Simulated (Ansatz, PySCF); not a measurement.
Dissociation curve of I2, singlet.

Levels: UMP2 = MP2 on UHF/def2-SVP, 8 core orbitals frozen, def2 effective core potentials past Kr (PySCF); UHF/def2-SVP, def2 effective core potentials past Kr (PySCF); RKS-PBE = Ansatz (a first-principles code) with restricted PBE/def2-SVP, def2 effective core potentials past Kr; UKS-PBE0 = unrestricted PBE0/def2-SVP, def2 effective core potentials past Kr in PySCF.

Energies are in kcal/mol, each relative to the lowest point of its own curve near equilibrium.

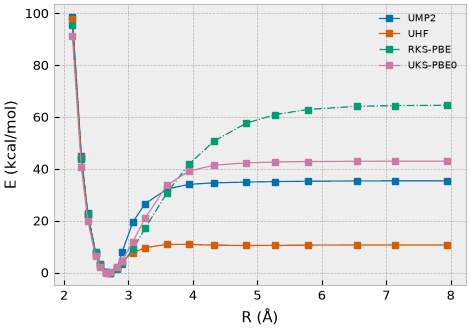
Fig. 1. Energy against bond length for each method.

```json
[
 {"R / Å": "2.13", "UMP2": "98.7", "UHF": "97.8", "RKS-PBE": "95.3", "UKS-PBE0": "91.2"},
 {"R / Å": "2.27", "UMP2": "45.0", "UHF": "44.2", "RKS-PBE": "43.7", "UKS-PBE0": "40.6"},
 {"R / Å": "2.37", "UMP2": "22.8", "UHF": "22.1", "RKS-PBE": "22.4", "UKS-PBE0": "19.9"},
 {"R / Å": "2.49", "UMP2": "7.8", "UHF": "7.2", "RKS-PBE": "7.9", "UKS-PBE0": "6.3"},
 {"R / Å": "2.56", "UMP2": "3.2", "UHF": "2.7", "RKS-PBE": "3.4", "UKS-PBE0": "2.3"},
 {"R / Å": "2.66", "UMP2": "0.2", "UHF": "0.1", "RKS-PBE": "0.4", "UKS-PBE0": "0.0"},
 {"R / Å": "2.71", "UMP2": "0.0", "UHF": "0.0", "RKS-PBE": "0.0", "UKS-PBE0": "0.0"},
 {"R / Å": "2.83", "UMP2": "1.7", "UHF": "2.3", "RKS-PBE": "1.3", "UKS-PBE0": "2.3"},
 {"R / Å": "2.90", "UMP2": "7.8", "UHF": "4.3", "RKS-PBE": "3.1", "UKS-PBE0": "4.6"},
 {"R / Å": "3.07", "UMP2": "19.5", "UHF": "7.7", "RKS-PBE": "9.2", "UKS-PBE0": "11.9"},
 {"R / Å": "3.26", "UMP2": "26.6", "UHF": "9.6", "RKS-PBE": "17.1", "UKS-PBE0": "21.0"},
 {"R / Å": "3.60", "UMP2": "32.2", "UHF": "10.9", "RKS-PBE": "30.8", "UKS-PBE0": "33.7"},
 {"R / Å": "3.94", "UMP2": "34.0", "UHF": "10.8", "RKS-PBE": "41.8", "UKS-PBE0": "39.1"},
 {"R / Å": "4.33", "UMP2": "34.6", "UHF": "10.6", "RKS-PBE": "50.7", "UKS-PBE0": "41.4"},
 {"R / Å": "4.83", "UMP2": "34.9", "UHF": "10.4", "RKS-PBE": "57.6", "UKS-PBE0": "42.3"},
 {"R / Å": "5.27", "UMP2": "35.1", "UHF": "10.5", "RKS-PBE": "60.9", "UKS-PBE0": "42.6"},
 {"R / Å": "5.78", "UMP2": "35.2", "UHF": "10.5", "RKS-PBE": "62.9", "UKS-PBE0": "42.8"},
 {"R / Å": "6.54", "UMP2": "35.3", "UHF": "10.6", "RKS-PBE": "64.1", "UKS-PBE0": "42.9"},
 {"R / Å": "7.14", "UMP2": "35.4", "UHF": "10.6", "RKS-PBE": "64.4", "UKS-PBE0": "42.9"},
 {"R / Å": "7.95", "UMP2": "35.4", "UHF": "10.6", "RKS-PBE": "64.5", "UKS-PBE0": "43.0"}
]
```

At the longest distance, 7.95 Å, RKS-PBE lies highest above its minimum (64.5 kcal/mol) and UHF lowest (10.6 kcal/mol).

The unrestricted determinant behind UMP2, UHF is spin-contaminated at 2.90 to 7.95 Å (<S²> up to 1.0, against 0.00 for a pure singlet). The restricted form behind RKS-PBE keeps the bonding electrons paired and can't separate into open-shell fragments. The unrestricted determinant behind UKS-PBE0 is spin-contaminated at 3.26 to 7.95 Å (<S²> up to 1.0, against 0.00 for a pure singlet).
